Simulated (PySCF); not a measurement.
# C2H6F2N, charge +1, SMILES `[NH3+]CC(F)F`: electronic structure

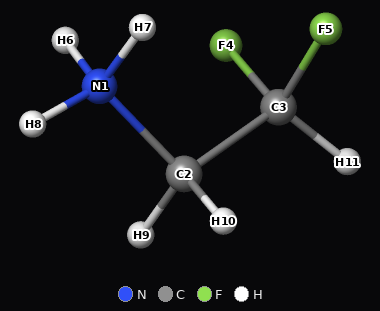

The molecule, with its atoms numbered as below. No frequency check shows the geometry to be a minimum.

Geometry (Å), atoms numbered from 1:

```
N1      -1.5440    0.0009    0.4704
C2      -0.7825   -0.0036   -0.8077
C3       0.7080   -0.0010   -0.4427
F4       0.9445    1.0825    0.3268
F5       0.9477   -1.0790    0.3312
H6      -1.2873    0.8337    1.0232
H7      -1.2848   -0.8341    1.0265
H8      -2.5604    0.0014    0.3160
H9      -1.0192    0.8891   -1.3908
H10     -1.0165   -0.8984   -1.3872
H11      1.3942   -0.0018   -1.2997
```

Part 1: Bonding charge

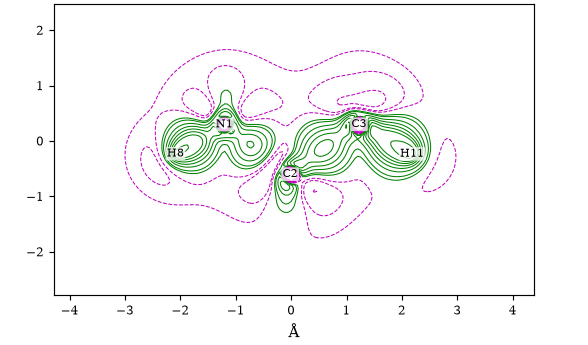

Deformation density (molecule less spherical, spin-averaged free atoms) in the plane of N1, C2, C3, H8 and H11; contours at ±0.05 to ±0.8 e/Å³; solid green lines: gain, dashed magenta lines: loss.

Level of theory: TPSS/6-311+G** (PySCF), at a geometry from GFN2-xTB.

Question: Describe the bonding that the map shows.

Answer: C3–H11: +0.83 e/Å³ at the bond critical point (bond length 1.10 Å). N1–H8: +0.81 e/Å³ at the bond critical point (bond length 1.03 Å). C2–C3: +0.55 e/Å³ at the bond critical point (bond length 1.53 Å). N1–C2: +0.09 e/Å³ at the bond critical point (bond length 1.49 Å); up to 0.6 Å beside the axis the gain reaches +0.41 e/Å³. In all, 2.0 electrons gather in the regions of gain relative to the promolecule of neutral atoms (the regions of loss give up this much and the cation's charge besides). A small or negative value marks a very polar bond, one between electron-rich atoms, whose free-atom densities already overlap strongly, a long bond to a heavier atom, or a closed-shell contact such as a hydrogen bond.

Question: Where do the Hirshfeld charges lie?

Answer: The highest Hirshfeld charge is on H8 (+0.22 e), the lowest on F4 and F5 (−0.07 e).

```csv
atom,charge (e)
N1,+0.05
C2,+0.03
C3,+0.18
F4,−0.07
F5,−0.07
H6,+0.20
H7,+0.20
H8,+0.22
H9,+0.09
H10,+0.09
H11,+0.09
```

Part 2: Bond critical points

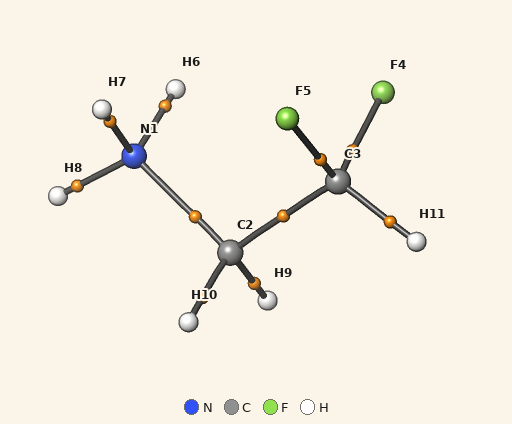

Molecular graph of the electron density (QTAIM): bond paths, bond critical points (orange), ring points (yellow, if any); weak paths are dashed.

Question: How many critical points of each kind are there, and does the count close?

Answer: 11 nuclei, 10 bond, 0 ring and 0 cage critical points: 11 − 10 + 0 − 0 = 1, as the Poincaré–Hopf relation requires.

Question: Tabulate density, Laplacian, ellipticity and energy density at the bond critical points (atomic units).

Answer:
```tsv
bond	length (Å)	ρ (a.u.)	∇²ρ (a.u.)	ε	H (a.u.)
N1–H8	1.028	0.331	−1.69	0.00	−0.462
N1–H6	1.032	0.328	−1.68	0.00	−0.460
N1–H7	1.036	0.325	−1.64	0.00	−0.450
C3–H11	1.098	0.293	−1.06	0.02	−0.289
C2–H10 (2 alike)	1.091	0.284	−0.99	0.03	−0.280
C3–F5 (2 alike)	1.348	0.264	−0.08	0.20	−0.358
C2–C3	1.535	0.254	−0.61	0.01	−0.207
N1–C2	1.488	0.236	−0.52	0.00	−0.278
```

Question: What kind of interaction is C2–C3?

Answer: Shared-shell (covalent): ρ = 0.254, ∇²ρ = −0.61, H = −0.207 a.u.

Part 3: Electrostatic potential

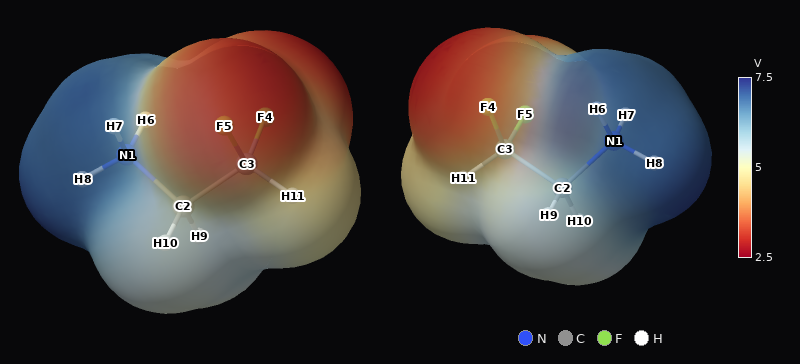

Electrostatic potential on the surface of electron density 0.001 a.u. (back view left, front view right).

Question: Where are the extremes of the potential on the surface?

Answer: Highest: 7.33 V, 1.2 Å from H8. Further maxima include 5.77 V, near H11 (1.61 Å) and H9 (1.79 Å). Lowest: 2.85 V, 1.6 Å from F4, and at like points elsewhere. Further minima include 5.29 V, 1.4 Å from H9. The surface is sampled at points, so like sites can differ by a few per cent and only the strongest of them is named.

Question: What volume does the surface enclose?

Answer: About 87 Å³.

Part 4: Localised orbitals

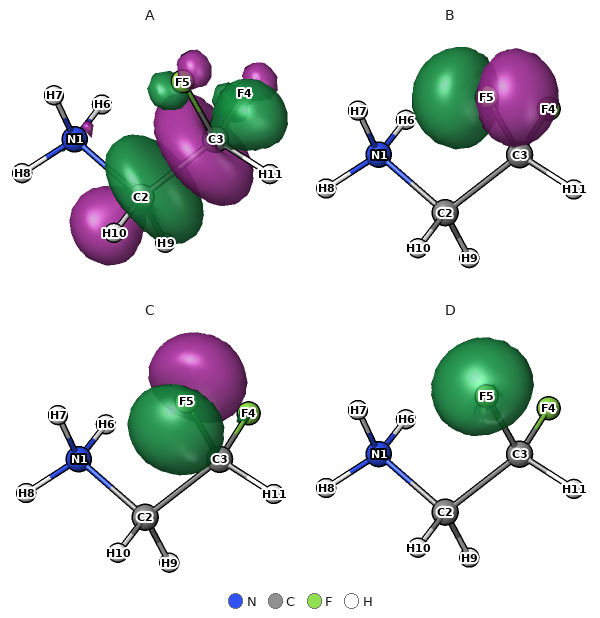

Intrinsic bond orbitals (IBO), occupied and valence-virtual; each surface holds about 85 % of the orbital's density. Energies are diagonal elements of the Fock matrix.

Method: BLYP/def2-SVPD; geometry: GFN2-xTB; program: PySCF.

Question: What does each orbital represent in a Lewis picture?

Answer: By panel:
- A: σ* orbital C3–C2 (C3 50 %, C2 47 %; 1.3 eV)
- B: lone pair on F5 (p-type) (F5 98 %; −15.3 eV)
- C: lone pair on F5 (p-type) (F5 96 %; −15.3 eV)
- D: lone pair on F5 (sp0.4-type) (F5 100 %; −26.1 eV)

Question: How do all the valence pairs divide up?

Answer: 16 pairs: 10 σ bonds and 6 lone pairs.

The PySCF runs shown took 42 s and 20 s on 1 thread of Arm Neoverse V2, on a shared host.
